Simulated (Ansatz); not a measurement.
# Ge (diamond structure), cut as (100) film, 7 layers, dihydride

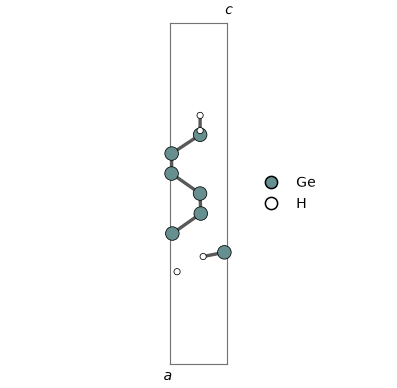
*Final geometry, one periodic cell*

These are PBE (plane waves to 420 eV, PAW; Ansatz, an electronic-structure program) values and carry that method's errors.

- change of bonding against the cut = none
- number of neighbours within 2.959 Å (ending not counted) = 2 for 2 atoms, 4 for 5 atoms
- mean Ge-Ge distance (least to greatest) = 2.481 Å (2.466 to 2.491)
